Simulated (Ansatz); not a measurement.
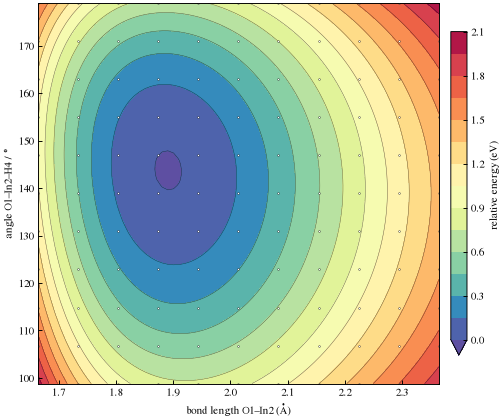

Energy landscape of ClHInO, SMILES [O-][InH][Cl], charge −1. First axis: bond length O1–In2. Second axis: angle O1–In2–H4. Nothing is relaxed (all other coordinates rigid). The scan uses an 11 × 11 grid. Points are written as (first, second). Energies: eV, counted from the lowest grid point. Level of theory: RKS B3LYP-D4/def2-TZVPD in Ansatz.

In the figure: filled contours, dots at the grid points. Between grid points the surface is interpolated. 

Q: Where are the wells?

A: The lowest grid point is at (1.874 Å, 146.9°). No other kind of well shows on this grid. The highest grid point, (2.364 Å, 179.0°), lies 2.03 eV above the lowest. Round the minimum the two coordinates are weakly coupled (coupling 0.09 in units of the two stiffnesses).

Time for the 121 points that were run: 14 min on 1 thread of Arm Neoverse V1, with other jobs on the host.
